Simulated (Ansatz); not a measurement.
# Calculations on C$_{3}$H$_{9}$NSSi

### Relaxation

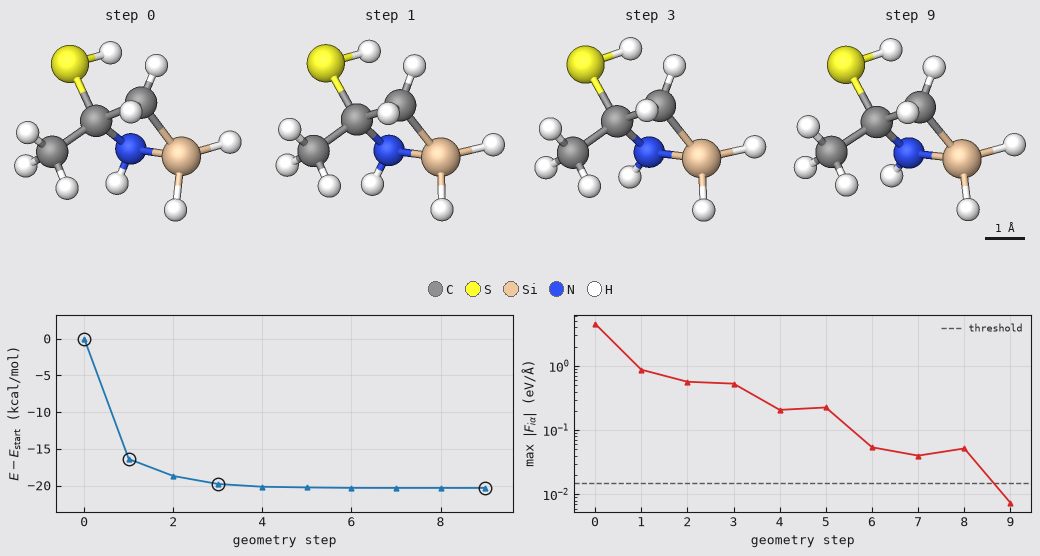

Frames of a relaxation of C3H9NSSi, marked on the history of the run. The picture is a ball-and-stick view, seen at a tilt.

The run prepares an end point of a later path (torsion) calculation, from a guessed geometry.

Theory: RKS PBE-D4/cc-pVDZ in Ansatz.

Input file:
```yaml
crystal:
  periodic: [false, false, false]
  atoms:
    - { symbol: C, position_ang: [-0.9204, -0.0267, 1.4545] }
    - { symbol: C, position_ang: [0.2483, 0.057, 0.5243] }
    - { symbol: S, position_ang: [1.7573, 0.2932, 1.5036] }
    - { symbol: C, position_ang: [0.5058, -1.1176, -0.4907] }
    - { symbol: Si, position_ang: [-0.1908, 0.0451, -1.8198] }
    - { symbol: "N", position_ang: [0.1762, 1.1182, -0.5198] }
    - { symbol: H, position_ang: [-1.0399, 0.9443, 2.0291] }
    - { symbol: H, position_ang: [-1.8618, -0.0955, 0.8734] }
    - { symbol: H, position_ang: [-0.8978, -0.8022, 2.1891] }
    - { symbol: H, position_ang: [2.5435, 0.7806, 0.544] }
    - { symbol: H, position_ang: [-0.2091, -2.0014, -0.2781] }
    - { symbol: H, position_ang: [1.4748, -1.4576, -0.6616] }
    - { symbol: H, position_ang: [0.6469, 0.355, -2.9662] }
    - { symbol: H, position_ang: [-1.6839, 0.0951, -1.9792] }
    - { symbol: H, position_ang: [-0.5709, 1.7619, -0.3733] }
basis:
  gaussian: { orbitals: cc-pVDZ }
hamiltonian:
  xc: pbe
  dispersion: d4
relax:
  f_tol: 0.015
  max_steps: 40
output:
  orbitals: {}
```

Launched with:
```bash
ansatz run input.yaml --threads 2 --pin off --max-ram 3072MiB --backend cpu --events-out ev --progress --plain --runs-dir out
```

Question: What happens along the run?

Answer: The atom that moves furthest after the best rigid fit is H15 (0.49 Å). Largest moves by element: H 0.49 Å, S 0.14 Å, C 0.13 Å, N 0.12 Å, Si 0.07 Å. Near-neighbour distances that change, for instance: C2–S3 1.814 → 1.887 Å, C4–H12 1.041 → 1.105 Å, Si5–H13 1.453 → 1.512 Å, C4–H11 1.156 → 1.106 Å. Among the angles between lasting bonds that change: Si5–N6–H15 110.7° → 136.5°, N6–Si5–H14 105.7° → 117.9°, H13–Si5–H14 118.8° → 107.8°. Over 9 geometry steps the energy falls by 20.3 kcal/mol. Largest force component: 4.6 eV/Å at the start, 0.0074 eV/Å at the end. From step 0 to 1: H14 moves most (0.20 Å), energy −16.4 kcal/mol. From step 1 to 3: H15 moves most (0.33 Å), energy −3.40 kcal/mol. From step 3 to 9: H14 moves most (0.11 Å), energy −0.54 kcal/mol.

```csv
step,"E − E(0), kcal/mol","largest force component, eV/Å"
0,0.00,4.5717
1,-16.39,0.8781
2,-18.70,0.5688
3,-19.79,0.5319
4,-20.17,0.2073
5,-20.26,0.2259
6,-20.32,0.0541
7,-20.33,0.0401
8,-20.33,0.0519
9,-20.33,0.0074
```

### Relaxation

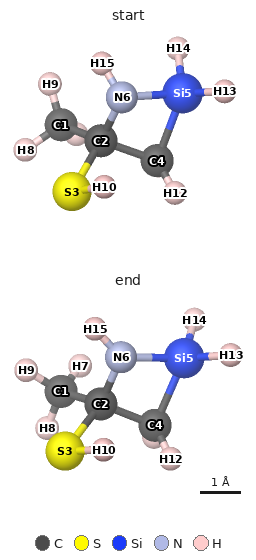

The structure of C3H9NSSi before (top) and after (bottom) a relaxation, at one scale.

A ball-and-stick model, seen from a free direction.

The run prepares an end point of a later path (torsion) calculation, from a guessed geometry.

The calculation used Ansatz 0.2.0, RKS PBE-D4/cc-pVDZ.

Input
```yaml
crystal:
  periodic: [false, false, false]
  atoms:
    - { symbol: C, position_ang: [-0.9204, -0.0267, 1.4545] }
    - { symbol: C, position_ang: [0.2483, 0.057, 0.5243] }
    - { symbol: S, position_ang: [-0.34962, -0.11395, -1.18016] }
    - { symbol: C, position_ang: [1.18844, 1.31737, 0.58607] }
    - { symbol: Si, position_ang: [2.42761, 0.19353, 1.48332] }
    - { symbol: "N", position_ang: [1.33946, -0.93122, 0.7573] }
    - { symbol: H, position_ang: [-1.0399, 0.9443, 2.0291] }
    - { symbol: H, position_ang: [-1.8618, -0.0955, 0.8734] }
    - { symbol: H, position_ang: [-0.8978, -0.8022, 2.1891] }
    - { symbol: H, position_ang: [0.79858, -0.46281, -1.76019] }
    - { symbol: H, position_ang: [0.74699, 2.11836, 1.29383] }
    - { symbol: H, position_ang: [1.53844, 1.75184, -0.29286] }
    - { symbol: H, position_ang: [3.75312, 0.03856, 0.90797] }
    - { symbol: H, position_ang: [2.25755, 0.02442, 2.96647] }
    - { symbol: H, position_ang: [1.08865, -1.64639, 1.40507] }
basis:
  gaussian: { orbitals: cc-pVDZ }
hamiltonian:
  xc: pbe
  dispersion: d4
relax:
  f_tol: 0.015
  max_steps: 40
```

Command:
```bash
ansatz run input.yaml --threads 2 --pin off --max-ram 3072MiB --backend cpu --events-out ev --progress --plain --runs-dir out
```

What changed between the two?

Answer. Over 9 accepted moves (11 points after the start) the energy falls by 1.056 eV. The largest force component goes from 4.4 to 0.0077 eV/Å. The line search rejected the trial steps at points 7, 9 of the run. The largest moves after the best rigid fit, 0.90 Å, are those of H8 and H9. By element the largest moves are H 0.90 Å, S 0.26 Å, N 0.17 Å, Si 0.10 Å, C 0.07 Å. Near-neighbour distances that change, for instance: C2–S3 1.814 → 1.887 Å, C4–H12 1.041 → 1.105 Å, Si5–H13 1.453 → 1.512 Å, C4–H11 1.156 → 1.106 Å. Bond angles that change, for instance: Si5–N6–H15 110.7° → 136.1°, N6–Si5–H14 105.7° → 117.9°, H13–Si5–H14 118.8° → 107.9°. Groups turn about C1–C2 by about 55°.

### Path

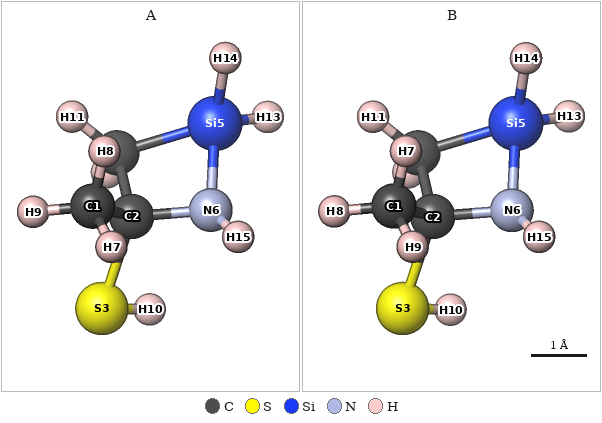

The two relaxed end points of a path for C₃H₉NSSi. A ball-and-stick model, seen from a free direction.

Level of theory: Ansatz, RKS PBE-D4/cc-pVDZ.

Input
```yaml
crystal:
  periodic: [false, false, false]
  atoms:
    - { symbol: C, position_ang: [-0.936107, -0.041666, 1.470936] }
    - { symbol: C, position_ang: [0.242709, 0.109609, 0.501307] }
    - { symbol: S, position_ang: [1.751393, 0.39522, 1.598449] }
    - { symbol: C, position_ang: [0.378887, -1.105565, -0.484192] }
    - { symbol: Si, position_ang: [-0.244884, 0.076105, -1.852604] }
    - { symbol: "N", position_ang: [0.0738, 1.169819, -0.496608] }
    - { symbol: H, position_ang: [-1.106782, 0.900443, 2.029696] }
    - { symbol: H, position_ang: [-1.858335, -0.281989, 0.902704] }
    - { symbol: H, position_ang: [-0.754451, -0.853083, 2.204346] }
    - { symbol: H, position_ang: [2.582188, 0.68394, 0.552699] }
    - { symbol: H, position_ang: [-0.234234, -1.981524, -0.202453] }
    - { symbol: H, position_ang: [1.42782, -1.426833, -0.616636] }
    - { symbol: H, position_ang: [0.590507, 0.319717, -3.088789] }
    - { symbol: H, position_ang: [-1.684496, -0.107384, -2.29372] }
    - { symbol: H, position_ang: [-0.249814, 2.092591, -0.195836] }
basis:
  gaussian: { orbitals: cc-pVDZ }
hamiltonian:
  xc: pbe
  dispersion: d4
neb:
  order_check: false
  images: 5
  f_tol: 0.05
  max_iterations: 60
  initial_path: idpp
  final_atoms:
    - { symbol: C, position_ang: [-0.93249414, -0.06327457, 1.46805809] }
    - { symbol: C, position_ang: [0.25327992, 0.07012412, 0.50434262] }
    - { symbol: S, position_ang: [1.77523118, 0.21264652, 1.61060833] }
    - { symbol: C, position_ang: [0.3187335, -1.09907544, -0.54190037] }
    - { symbol: Si, position_ang: [-0.24971133, 0.18241762, -1.84257061] }
    - { symbol: "N", position_ang: [0.1453771, 1.18826493, -0.4378755] }
    - { symbol: H, position_ang: [-1.86723038, -0.22061952, 0.89108201] }
    - { symbol: H, position_ang: [-0.79744767, -0.92096244, 2.15792783] }
    - { symbol: H, position_ang: [-1.04821838, 0.8568677, 2.07568482] }
    - { symbol: H, position_ang: [2.62001676, 0.51225796, 0.57923952] }
    - { symbol: H, position_ang: [-0.33726551, -1.95537485, -0.29937843] }
    - { symbol: H, position_ang: [1.34863883, -1.46684655, -0.70051651] }
    - { symbol: H, position_ang: [0.58468254, 0.44169627, -3.07596661] }
    - { symbol: H, position_ang: [-1.70227231, 0.10278093, -2.27173196] }
    - { symbol: H, position_ang: [-0.13311911, 2.1084973, -0.08770424] }
```

Command:
```bash
ansatz run input.yaml --threads 2 --pin off --max-ram 3072MiB --backend cpu --events-out ev --progress --plain --runs-dir out
```

Q: What barrier does the band find between them, and by what path?

A: The two ends have the same energy, and the highest point, image 3, lies 0.174 eV above the start. The motion is a rotation about the C1–C2 bond by about 120°. No bond forms or breaks between the ends. The band converged in 5 iterations. The largest component of the band force went from 1 to 0.035 eV/Å. The climbing image converged on the top of the path. Its vibrational analysis gives one imaginary mode (255i cm⁻¹), as a transition state must have.

Energies of the converged images:

```tsv
image	path (Å)	E (eV)
0	0.00	0.000
1	0.60	0.044
2	1.20	0.132
3	1.80	0.174
4	2.40	0.131
5	3.00	0.044
6	3.60	0.000
```

The geometry at the top of the path:

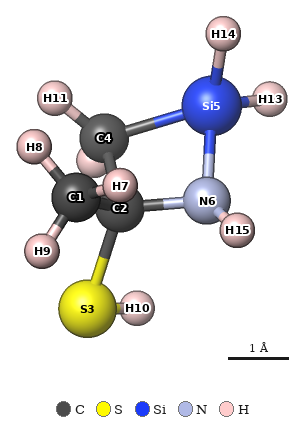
